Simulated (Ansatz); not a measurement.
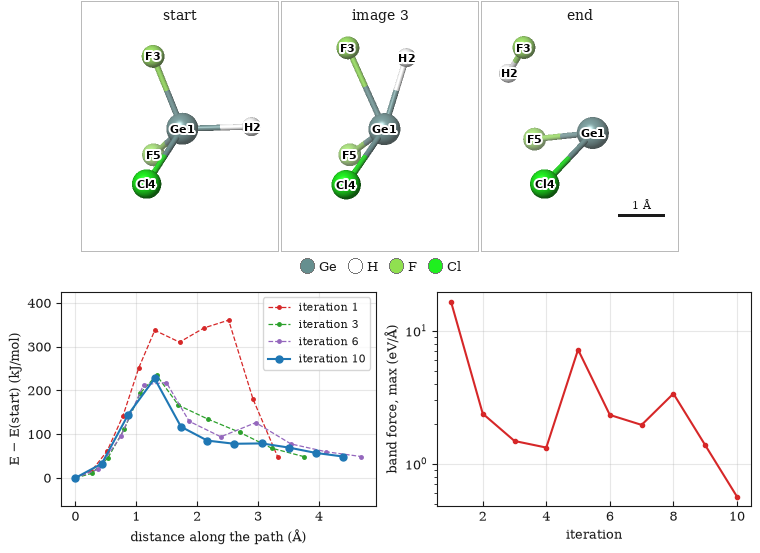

A nudged-elastic-band calculation for GeHClF2. Images are numbered from 0 (start) to 10 (end). The plot follows the band through its iterations. The picture is a ball-and-stick view, seen from a free direction.

Method: RKS B3LYP-D4/def2-SVP (Ansatz).

Input
```yaml
crystal:
  periodic: [false, false, false]
  atoms:
    - { symbol: Ge, position_ang: [0.209028, 0.044118, 0.241439] }
    - { symbol: H, position_ang: [0.187572, -0.003821, 1.765232] }
    - { symbol: F, position_ang: [1.83583, 0.029117, -0.336071] }
    - { symbol: Cl, position_ang: [-0.774211, 1.746927, -0.590479] }
    - { symbol: F, position_ang: [-0.519119, -1.375742, -0.415321] }
basis:
  gaussian: { orbitals: def2-SVP }
hamiltonian:
  xc: b3lyp
  dispersion: d4
neb:
  order_check: false
  images: 9
  f_tol: 0.05
  max_iterations: 10
  final_atoms:
    - { symbol: Ge, position_ang: [-0.6895266, 0.53064271, 0.83734003] }
    - { symbol: H, position_ang: [1.20856955, -0.73952287, 0.18992351] }
    - { symbol: F, position_ang: [1.6544821, -0.00385208, 0.59918676] }
    - { symbol: Cl, position_ang: [-0.8103729, 1.74493061, -1.00223337] }
    - { symbol: F, position_ang: [-0.42405215, -1.09159937, 0.04058307] }
  initial_path:
    images:
      - { positions_ang: [[0.209028, 0.044118, 0.241439], [0.187572, -0.003821, 1.765232], [1.83583, 0.029117, -0.336071], [-0.774211, 1.746927, -0.590479], [-0.519119, -1.375742, -0.415321]] }
      - { positions_ang: [[0.1671595, 0.0353191, 0.19322384], [0.34366952, -0.00337623, 1.70377797], [1.83114033, 0.02329752, -0.16904167], [-0.82905208, 1.76000329, -0.61912255], [-0.57381727, -1.37464469, -0.44403759]] }
      - { positions_ang: [[0.125291, 0.0265202, 0.14500868], [0.49976704, -0.00293145, 1.64232394], [1.82645067, 0.01747804, -0.00201234], [-0.88389317, 1.77307959, -0.64776611], [-0.62851554, -1.37354737, -0.47275418]] }
      - { positions_ang: [[0.0834225, 0.0177213, 0.09679353], [0.65586456, -0.00248668, 1.58086991], [1.821761, 0.01165856, 0.16501699], [-0.93873425, 1.78615588, -0.67640966], [-0.68321381, -1.37245006, -0.50147077]] }
      - { positions_ang: [[0.041554, 0.00892239, 0.04857837], [0.81196208, -0.00204191, 1.51941588], [1.81707134, 0.00583908, 0.33204632], [-0.99357534, 1.79923218, -0.70505321], [-0.73791209, -1.37135274, -0.53018735]] }
      - { positions_ang: [[-0.0003145, 0.00012349, 0.00036321], [0.96805961, -0.00159714, 1.45796185], [1.81238167, 1.96e-05, 0.49907565], [-1.04841642, 1.81230847, -0.73369677], [-0.79261036, -1.37025543, -0.55890394]] }
      - { positions_ang: [[-0.13815692, 0.10622734, 0.16775857], [1.0161616, -0.14918228, 1.20435418], [1.78080176, -0.00075474, 0.51909787], [-1.00080772, 1.7988329, -0.78740409], [-0.71889872, -1.31452422, -0.43900654]] }
      - { positions_ang: [[-0.27599934, 0.21233118, 0.33515394], [1.06426358, -0.29676743, 0.95074652], [1.74922185, -0.00152907, 0.53912009], [-0.95319901, 1.78535733, -0.84111141], [-0.64518708, -1.258793, -0.31910914]] }
      - { positions_ang: [[-0.41384176, 0.31843502, 0.5025493], [1.11236557, -0.44435258, 0.69713885], [1.71764193, -0.00230341, 0.55914231], [-0.90559031, 1.77188176, -0.89481873], [-0.57147543, -1.20306179, -0.19921174]] }
      - { positions_ang: [[-0.55168418, 0.42453887, 0.66994467], [1.16046756, -0.59193773, 0.44353118], [1.68606202, -0.00307775, 0.57916454], [-0.85798161, 1.75840618, -0.94852605], [-0.49776379, -1.14733058, -0.07931433]] }
      - { positions_ang: [[-0.6895266, 0.53064271, 0.83734003], [1.20856955, -0.73952287, 0.18992351], [1.6544821, -0.00385208, 0.59918676], [-0.8103729, 1.74493061, -1.00223337], [-0.42405215, -1.09159937, 0.04058307]] }
```

Run as
```bash
ansatz run input.yaml --threads 1 --pin off --max-ram 2048MiB --backend cpu --events-out ev --progress --plain --runs-dir out
```

Q: How did the profile develop, and is the result final?

A: The result isn't final. The band hadn't converged when the run stopped after 10 iterations. The largest component of the band force went from 17 to 0.57 eV/Å. The barrier read from it is provisional: over the last two iterations the highest image moved from 236.8 kJ/mol to 227.5 kJ/mol. The iteration limit was low. The first iteration put the highest image at 360.9 kJ/mol. The energy climbs by 227.5 kJ/mol to image 3 and then falls by 178.6 kJ/mol, so the end point sits at +48.9 kJ/mol.
